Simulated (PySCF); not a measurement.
C4H9BGeO (SMILES CBOC1=[CH][GeH2][CH2]1)

```xyz
16

C     3.1663    0.0827    0.5581
B     1.6960    0.1491   -0.0241
O     0.6919   -0.1190    0.8232
C    -0.6285   -0.1224    0.5530
C    -1.6047   -0.4029    1.4324
Ge   -3.0057   -0.1395    0.1115
C    -1.2531    0.1896   -0.7894
H     3.1891   -0.1801    1.6120
H     3.6743    1.0378    0.4385
H     3.7642   -0.6472    0.0156
H     1.5057    0.4225   -1.1586
H    -1.4667   -0.6625    2.4678
H    -3.8132   -1.3280   -0.3461
H    -3.9427    1.0318    0.2632
H    -0.9439   -0.5040   -1.5702
H    -1.0365    1.2011   -1.1307
```

Geometry: GFN2-xTB.

Method: B3LYP/def2-SVPD, SCF density, gas phase (PySCF 2.14.0).

Predict the electron density and electron localisation function between the atoms.

Answer. B–O (1.34 Å): ρ is about 2.2 e/Å³ halfway; the ELF peaks at about 0.90 between the atoms: a polar covalent bond.
C–C (1.34 Å): ρ is about 2.3 e/Å³ halfway; the ELF peaks at about 0.90 between the atoms (a short, multiple covalent bond).
C–O (1.35 Å): the density is about 2.4 e/Å³ at the midpoint, with its minimum of 1.9 e/Å³ about 0.5 Å from C; the ELF peaks at about 0.90 between the atoms, as expected for a polar covalent bond.
C–B (1.58 Å): ρ at the midpoint is about 1.4 e/Å³; the ELF peaks at about 1 between the atoms: a shared electron pair.

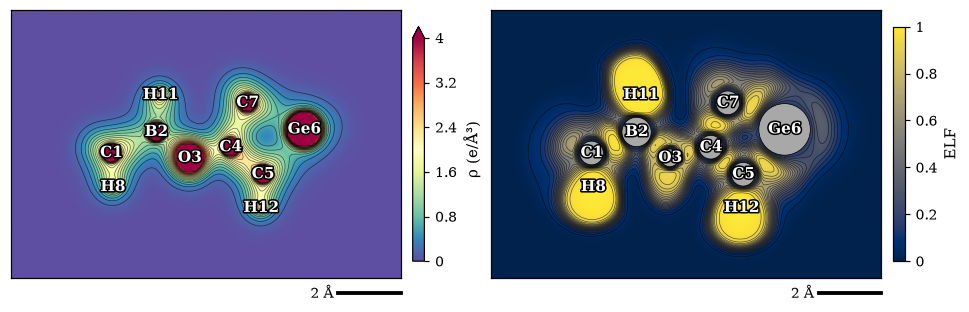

Computed electron density and electron localisation function on the plane of atoms C5, C4 and C7, in this order. Grey discs cover the atomic cores in the ELF map. 
